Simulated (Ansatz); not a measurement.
# C₃H₃NSi: single-point calculation

C₃H₃NSi, SMILES C#C[SiH2]C#N, computed with RKS BHLYP/6-31++G** (Ansatz 0.2.0).

The geometry comes from this level: PBE0-D4/def2-TZVP. Figures and captions count atoms from 1; the log counts them from 0 in places.

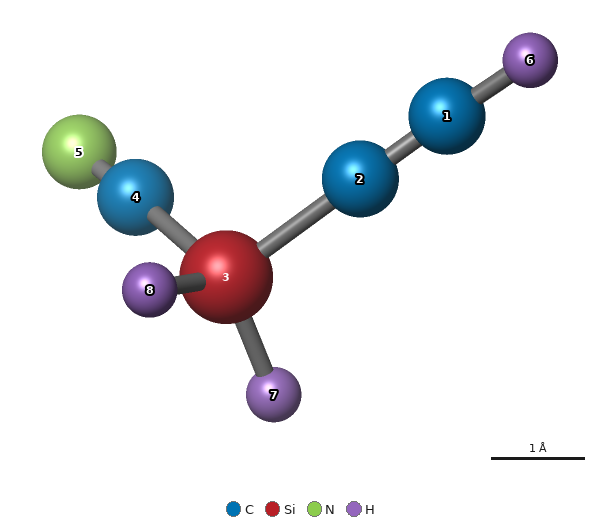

Figure 1. The input geometry (ball-and-stick view, seen at a tilt; atoms are numbered from 1 in the order of the input).

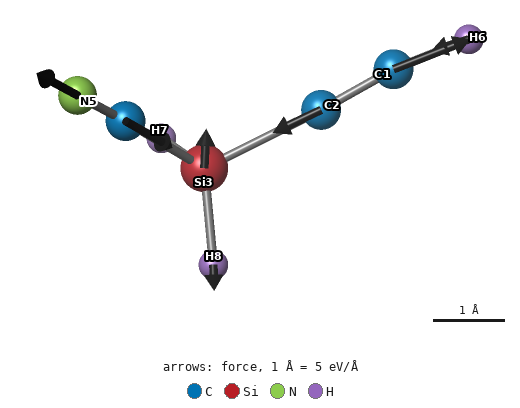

Figure 2. Forces on the atoms as black arrows (ball-and-stick view, seen at a tilt; atoms are numbered from 1 in the order of the input). The largest act on C1 (5.85 eV/Å); C4 (5.54 eV/Å); N5 (4.80 eV/Å); C2 (3.81 eV/Å), among others. The geometry is not a stationary point of this energy.

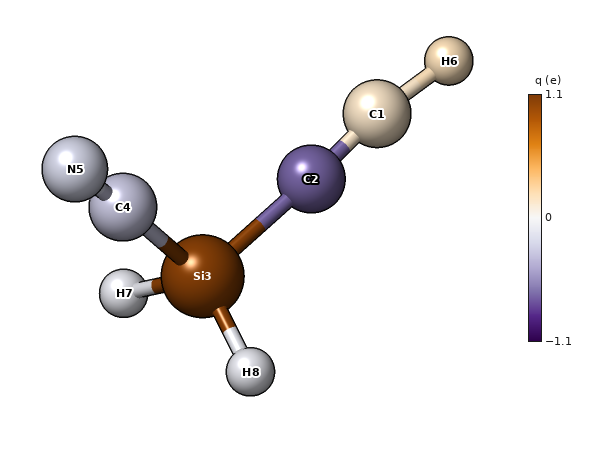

Figure 3. Mulliken charges, as the colour of each atom (ball-and-stick view, seen at a tilt; atoms are numbered from 1 in the order of the input). By element: C −0.69 to +0.15, Si +1.04, N −0.22 and H −0.09 to +0.21 e.

The input and output of the run follow.

The input:
```yaml
crystal:
  periodic: [false, false, false]
  atoms:
    - {symbol: C, position_ang: [0.593357, 0.240315, 2.145660]}
    - {symbol: C, position_ang: [0.440573, -0.073479, 1.019832]}
    - {symbol: Si, position_ang: [0.207915, -0.479479, -0.771962]}
    - {symbol: C, position_ang: [-1.169594, 0.627527, -1.449465]}
    - {symbol: N, position_ang: [-1.987720, 1.257044, -1.876796]}
    - {symbol: H, position_ang: [0.783617, 0.389928, 3.265180]}
    - {symbol: H, position_ang: [1.457395, -0.110466, -1.492104]}
    - {symbol: H, position_ang: [-0.193224, -1.798307, -0.916974]}
basis:
  gaussian: {orbitals: "6-31++G**"}
hamiltonian: {xc: {name: BHLYP}}
output: {forces: true}
```

Launch command:
```bash
ansatz run in.yaml --threads 2 --pin off --events-out ev --progress --plain --max-ram 4352MiB
```

What the program printed:
```
Functional definition: BHLYP
  name "BHLYP"
  cite "Becke, J. Chem. Phys. 98, 1372 (1993) doi:10.1063/1.464304"
  cite "Becke, Phys. Rev. A 38, 3098 (1988) doi:10.1103/PhysRevA.38.3098"
  cite "Lee, Yang & Parr, Phys. Rev. B 37, 785 (1988) doi:10.1103/PhysRevB.37.785"
  parameter a = 0.5
  exchange = (1 - a)*b88_x + a*exact_x
  correlation = lyp_c
1040 factors; integrals over basis functions are off by at most 1.2e-3 eV
mean field evaluation 1: about -12514.8954 eV, gradient 5.2e1 eV
mean field evaluation 2: about -12514.6984 eV, gradient 5.4e1 eV
mean field evaluation 4: about -12521.3660 eV, gradient 3.0e0 eV
mean field evaluation 8: about -12521.8723 eV, gradient 5.7e-1 eV
mean field evaluation 16: about -12521.8730 eV, gradient 5.5e-5 eV
mean field -12521.87300281 eV, -460.1703452228 hartree, gradient 5.7e-5 eV, S^2 0.000000; 0 other end points of the search recorded, 0 dependent functions left out
the calculation of the forces begins
reference -12521.87323137 eV, -460.1703536224 hartree; 21, 21 occupied and 96, 96 virtual orbitals, 1040 factors
Total energy: -12521.87323137 eV, -460.1703536224 hartree
Atom 0 at     0.593357     0.240315     2.145660 Å, force     0.988991     0.726046     5.723889 eV/Å
Atom 1 at     0.440573    -0.073479     1.019832 Å, force    -0.617947    -0.743209    -3.680332 eV/Å
Atom 2 at     0.207915    -0.479479    -0.771962 Å, force     0.563962     2.641564     0.739600 eV/Å
Atom 3 at    -1.169594     0.627527    -1.449465 Å, force     4.027875    -3.204553     2.055502 eV/Å
Atom 4 at    -1.987720     1.257044    -1.876796 Å, force    -3.505127     2.724959    -1.826594 eV/Å
Atom 5 at     0.783617     0.389928     3.265180 Å, force    -0.530297    -0.148638    -2.773733 eV/Å
Atom 6 at     1.457395    -0.110466    -1.492104 Å, force    -0.433010    -0.235668     0.082886 eV/Å
Atom 7 at    -0.193224    -1.798307    -0.916974 Å, force    -0.494446    -1.760501    -0.321217 eV/Å
Dipole moment:     0.582615    -0.467329     0.411736 e Å
```

Key numbers:

```json
{"quantity": "outcome", "value": "converged"}
{"quantity": "total energy", "value": "−12521.8732 eV"}
{"quantity": "SCF solution under orbital rotations", "value": "stable"}
{"quantity": "largest force (length of the vector)", "value": "5.854 eV/Å"}
{"quantity": "dipole moment", "value": "4.10 D"}
{"quantity": "hardware", "value": "2 threads of Arm Neoverse V2, 23 GiB of memory available, shared host"}
{"quantity": "wall time", "value": "2.8 s (CPU time 5.2 s)"}
{"quantity": "peak memory", "value": "0.21 GiB"}
```
